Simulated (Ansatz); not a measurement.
# One shape, several levels: singlet BNH2Cl+

We compute a comparison of 6 runs (HF/3-21G, B3LYP/def2-TZVP, BHLYP/def2-TZVP, r2SCAN/def2-TZVP, revPBE/def2-TZVP, CCSD/def2-TZVP) of singlet BNH2Cl+. 

The calculation is run with Ansatz 0.2.0.

61 further runs of the same task are left out: 61 set aside as unsound or not needed.

### Step 1. The molecule

BNH2Cl+ has 5 atoms, charge +1, and is taken as a singlet. SMILES of the parent species: `N[B]Cl`. The shape is that of a PBE0-D4/def2-TZVP optimisation. This is one conformer, not always the lowest. That shape belongs to the parent species and isn't relaxed for this state.

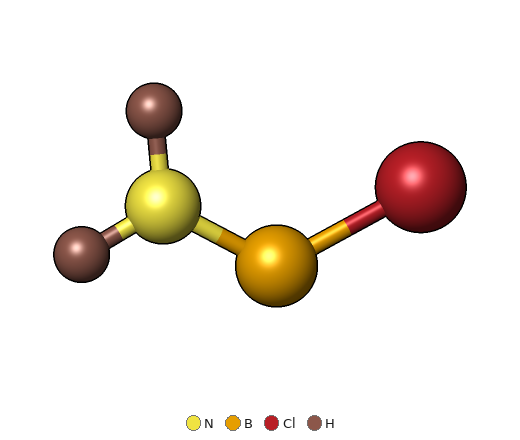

The structure, seen from a chosen angle (nitrogen yellow, boron amber, chlorine red, hydrogen brown).

### Step 2. The energy at HF/3-21G (run 1)

Input file input.yaml:

```yaml
basis:
  gaussian: {orbitals: 3-21G.json}
crystal:
  periodic: [false, false, false]
  atoms:
    - symbol: "N"
      position_ang: [-0.334000, 0.412100, -0.256700]
    - symbol: B
      position_ang: [-0.098400, -0.544600, 0.704400]
    - symbol: Cl
      position_ang: [1.343200, -1.526200, 0.784600]
    - symbol: H
      position_ang: [-1.176700, 0.959900, -0.273100]
    - symbol: H
      position_ang: [0.315800, 0.625100, -1.000600]
total_charge: 1
hamiltonian: {xc: hf}
accuracy: high
output: {orbitals: {seedname: orbitals}}
```

The basis set 3-21G is read from a file made from the Basis Set Exchange's data (not shown).

On the command line:

```console
$ ansatz run input.yaml --threads 1 --pin off --max-ram 3480MiB --events-out events.jsonl --progress --plain --runs-dir runs
```

The log of the run:

```text
Warning: RAYON_NUM_THREADS=1 ignored (pool sized by the plan → 1); use --threads N
Functional definition: HF
  name "HF"
  exchange = exact_x
  correlation = 0
781 factors; integrals over basis functions are off by at most 5.1e-9 eV
mean field evaluation 1: about -14605.4240 eV, gradient 3.9e1 eV
mean field evaluation 2: about -14605.4265 eV, gradient 3.9e1 eV
mean field evaluation 4: about -14608.9363 eV, gradient 2.0e0 eV
mean field evaluation 8: about -14608.9613 eV, gradient 1.0e-3 eV
mean field -14608.96129626 eV, -536.8694253281 hartree, gradient 2.9e-8 eV, S^2 0.000000; 0 other end points of the search recorded, 0 dependent functions left out
reference -14608.96129626 eV, -536.8694253281 hartree; 15, 15 occupied and 20, 20 virtual orbitals, 781 factors
Total energy: -14608.96129626 eV, -536.8694253281 hartree
```

Run time: 0.22 s. Hardware: 1 thread of Arm Neoverse V2, shared host.

### Step 3. A single-point energy at B3LYP/def2-TZVP (run 2)

Input file in.yaml:

```yaml
crystal:
  periodic: [false, false, false]
  atoms:
    - {symbol: "N", position_ang: [-0.334000, 0.412100, -0.256700]}
    - {symbol: B, position_ang: [-0.098400, -0.544600, 0.704400]}
    - {symbol: Cl, position_ang: [1.343200, -1.526200, 0.784600]}
    - {symbol: H, position_ang: [-1.176700, 0.959900, -0.273100]}
    - {symbol: H, position_ang: [0.315800, 0.625100, -1.000600]}
basis:
  gaussian:
    orbitals: def2-TZVP
accuracy: high
hamiltonian:
  xc: {name: B3LYP}
total_charge: 1
output: {orbitals: {seedname: orbitals}}
```

On the command line:

```console
$ ansatz run in.yaml --threads 1 --pin off --max-ram 3480MiB --events-out events.jsonl --progress --plain --runs-dir runs
```

The log of the run:

```text
Warning: RAYON_NUM_THREADS=1 ignored (pool sized by the plan → 1); use --threads N
Functional definition: B3LYP
  name "B3LYP"
  parameter a0 = 0.2
  parameter ax = 0.72
  parameter ac = 0.81
  exchange = (1 - a0 - ax)*slater_x + ax*b88_x + a0*exact_x
  correlation = (1 - ac)*vwn_rpa_c + ac*lyp_c
1844 factors; integrals over basis functions are off by at most 3.6e-9 eV
mean field evaluation 1: about -14701.9720 eV, gradient 8.6e1 eV
mean field evaluation 2: about -14665.0980 eV, gradient 1.2e2 eV
mean field evaluation 4: about -14715.1143 eV, gradient 9.6e0 eV
mean field evaluation 8: about -14715.3214 eV, gradient 3.3e-1 eV
mean field evaluation 16: about -14715.3186 eV, gradient 2.2e-5 eV
mean field -14715.31864568 eV, -540.7779858275 hartree, gradient 3.2e-8 eV, S^2 0.000000; 0 other end points of the search recorded, 0 dependent functions left out
reference -14715.31867793 eV, -540.7779870128 hartree; 15, 15 occupied and 96, 96 virtual orbitals, 1844 factors
Total energy: -14715.31867793 eV, -540.7779870128 hartree
```

Wall time 5.7 s (1 thread of Arm Neoverse V2, shared host); peak memory 0.28 GiB.

Run 3 isn't shown in full; the table further down has it.

### Step 4. The energy at r2SCAN/def2-TZVP (run 4)

Input file input.yaml:

```yaml
crystal:
  periodic: [false, false, false]
  atoms:
    - {symbol: N, position_ang: [-0.334000, 0.412100, -0.256700]}
    - {symbol: B, position_ang: [-0.098400, -0.544600, 0.704400]}
    - {symbol: Cl, position_ang: [1.343200, -1.526200, 0.784600]}
    - {symbol: H, position_ang: [-1.176700, 0.959900, -0.273100]}
    - {symbol: H, position_ang: [0.315800, 0.625100, -1.000600]}
basis:
  gaussian:
    orbitals: def2-TZVP
total_charge: 1
hamiltonian:
  xc: r2scan
accuracy: high
output: {orbitals: {seedname: orbitals}}
```

On the command line:

```console
$ ansatz run input.yaml --threads 1 --pin off --max-ram 3480MiB --events-out events.jsonl --progress --plain --runs-dir runs
```

The log of the run:

```text
Warning: RAYON_NUM_THREADS=1 ignored (pool sized by the plan → 1); use --threads N
Functional definition: r2SCAN
  name "r2SCAN"
  parameter k0 = 0.174
  parameter k1 = 0.065
  parameter a1 = 4.9479
  exchange = r2scan_x(k0 = k0, k1 = k1, a1 = a1)
  correlation = r2scan_c
1844 factors; integrals over basis functions are off by at most 3.6e-9 eV
mean field evaluation 1: about -14698.6451 eV, gradient 8.7e1 eV
mean field evaluation 2: about -14659.1252 eV, gradient 1.2e2 eV
mean field evaluation 4: about -14712.4324 eV, gradient 1.0e1 eV
mean field evaluation 8: about -14712.6557 eV, gradient 4.0e-1 eV
mean field evaluation 16: about -14712.6516 eV, gradient 3.9e-5 eV
mean field -14712.65158165 eV, -540.6799730323 hartree, gradient 7.7e-9 eV, S^2 0.000000; 0 other end points of the search recorded, 0 dependent functions left out
reference -14712.65158235 eV, -540.6799730579 hartree; 15, 15 occupied and 96, 96 virtual orbitals, 1844 factors
Total energy: -14712.65158235 eV, -540.6799730579 hartree
```

It took 9 s on 1 thread of Arm Neoverse V2, shared host; peak memory 0.27 GiB.

Run 5 isn't shown in full; the table further down has it.

### Step 5. The energy at CCSD/def2-TZVP (run 6)

Input file run.yaml:

```yaml
basis:
  gaussian: {orbitals: def2-TZVP}
crystal:
  periodic: [false, false, false]
  atoms:
    - {symbol: N, position_ang: [-0.334000, 0.412100, -0.256700]}
    - {symbol: B, position_ang: [-0.098400, -0.544600, 0.704400]}
    - {symbol: Cl, position_ang: [1.343200, -1.526200, 0.784600]}
    - {symbol: H, position_ang: [-1.176700, 0.959900, -0.273100]}
    - {symbol: H, position_ang: [0.315800, 0.625100, -1.000600]}
total_charge: 1
correlation: {method: ccsd, frozen_orbitals: {B: 1, Cl: 5, H: 0, "N": 1}}
accuracy: high
scf: {omitted_lower_state_checks: [cluster_reference, increment]}
```

On the command line:

```console
$ ansatz run run.yaml --threads 1 --pin off --max-ram 3480MiB --events-out events.jsonl --progress --plain --runs-dir runs
```

The log of the run:

```text
Warning: RAYON_NUM_THREADS=1 ignored (pool sized by the plan → 1); use --threads N
[... 12 lines left out ...]
7 core orbitals not correlated: weight in the atoms' cores, before any rotation towards them, 1.000 or more for the frozen orbitals, at most 0.000 for the correlated occupied ones
[... 26 lines left out ...]
Total energy: -14695.90507422 eV, -540.0645502353 hartree
Checks for a lower state left out: cluster_reference, increment
```

Wall time 15 s (1 thread of Arm Neoverse V2, shared host); peak memory 0.9 GiB.

### Step 6. The series

| run | level | frozen core orbitals | energy (Eh) | HOMO energy (eV) | LUMO energy (eV) | HOMO–LUMO gap (eV) | wall time |
| --- | --- | --- | --- | --- | --- | --- | --- |
| 1 | HF/3-21G | – | -536.869425 | -18.78 | -7.21 | 11.57 | 0.22 s |
| 2 | B3LYP/def2-TZVP | – | -540.777987 | -15.10 | -10.84 | 4.26 | 5.7 s |
| 3 | BHLYP/def2-TZVP | – | -540.712121 | -16.60 | -9.58 | 7.03 | 5.7 s |
| 4 | r2SCAN/def2-TZVP | – | -540.679973 | -14.27 | -11.23 | 3.05 | 9 s |
| 5 | revPBE/def2-TZVP | – | -540.657360 | -13.94 | -11.42 | 2.52 | 5.1 s |
| 6 | CCSD/def2-TZVP | 7 | -540.064550 | – | – | – | 15 s |

### Step 7. Outcome

| quantity | value |
| --- | --- |
| run 6: total energy | -540.06455 Eh |
| run 6: correlation energy (7 core orbitals frozen) | -492.3 mEh |
| run 6: T1 diagnostic | 0.019 |

**Reading.** Over runs 1, 2, 3, 4, 5 the HOMO–LUMO gap runs from 2.52 eV (revPBE/def2-TZVP) to 11.57 eV (HF/3-21G). The two ends differ in method and basis. Totals of different functionals can't be ranked against each other. All runs together took 40 s, the longest 15 s.
